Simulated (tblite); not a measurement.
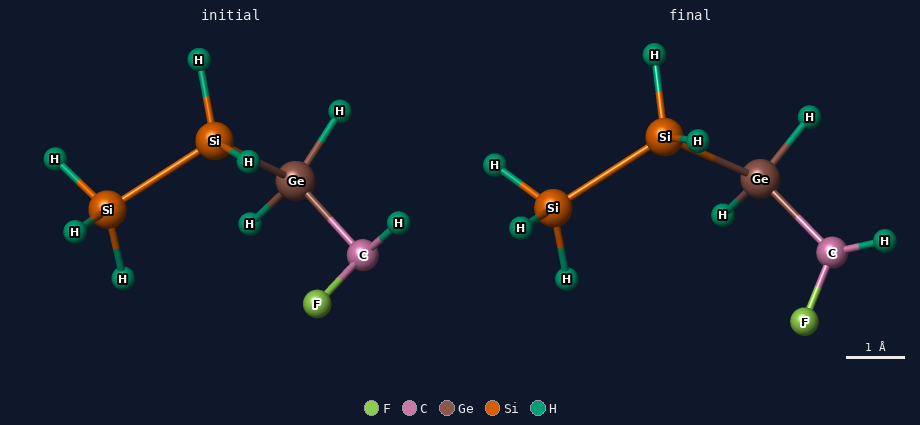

The structure of CH8FGeSi2 (multiplicity 2) before (left) and after (right) a relaxation, at one scale.

A ball-and-stick model, seen at a tilt.

Method: GFN2-xTB geometry optimisation, gas phase (tblite 0.8.0). 

Summarise the run.

Answer. After 82 geometry steps the energy has fallen by 11.5 kcal/mol. The F atom moves most after the best rigid fit: 0.68 Å. By element the largest moves are F 0.68 Å, H 0.59 Å, Si 0.25 Å, Ge 0.21 Å, C 0.17 Å. Near-neighbour distances that change, for instance: Si–Si 2.245 → 2.323 Å, Ge–H 1.563 → 1.512 Å, Ge–Si 2.338 → 2.381 Å, C–H 1.119 → 1.082 Å. Among the angles between lasting bonds that change: Ge–C–H 106.3° → 126.5°, C–Ge–Si 105.2° → 117.6°, F–C–Ge 107.0° → 117.2°.
